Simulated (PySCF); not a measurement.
C₅H₁₄AlNS

```xyz
22

N    -3.1231    0.6051   -0.1781
Al   -1.3335   -0.1633   -0.8039
C    -0.4042    0.0975    1.0088
C     0.8031   -0.7052    1.4721
C     1.5623   -1.2648    0.2658
C     1.5650   -0.2907   -0.9124
C     1.7062    1.1564   -0.4901
S     0.2292    1.7393    0.4053
H    -2.9011    1.5531    0.1283
H    -3.6251    0.1326    0.5703
H    -3.7321    0.6800   -0.9887
H    -1.5016   -1.6530   -1.2084
H    -1.2406    0.8787   -1.9864
H    -0.9813    0.3937    1.8993
H     1.4669   -0.0816    2.0833
H     0.4639   -1.5329    2.1005
H     2.5885   -1.5064    0.5543
H     1.0746   -2.1868   -0.0618
H     2.3733   -0.5458   -1.6033
H     0.6167   -0.3911   -1.4681
H     1.8151    1.8097   -1.3560
H     2.5672    1.2948    0.1677
```

Geometry: GFN2-xTB.

The calculation used PBE0/pcSseg-1, SCF density, gas phase, non-relativistic (PySCF).

Question: What will maps of the electron density and electron localisation function show?

Answer: Al–N (2.05 Å): the density is about 0.47 e/Å³ at the midpoint; the ELF peaks at about 0.95 in the valence shell of N, 0.7 Å from its nucleus, and is about 0.70 at the midpoint.
Al–S (2.74 Å): ρ is about 0.25 e/Å³ halfway, with its minimum of 0.21 e/Å³ about 1.1 Å from Al; the ELF peaks at about 0.75 in the valence shell of S, 0.9 Å from its nucleus, and is about 0.30 at the midpoint.

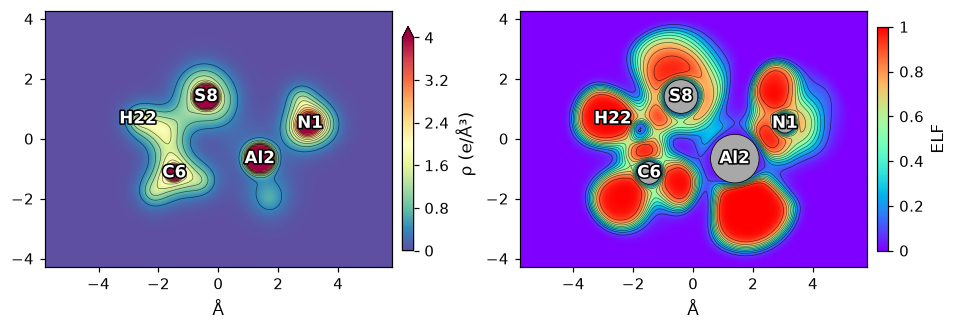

Computed electron density and electron localisation function on the plane of atoms N1, Al2 and S8, in this order. Grey discs cover the atomic cores in the ELF map. 
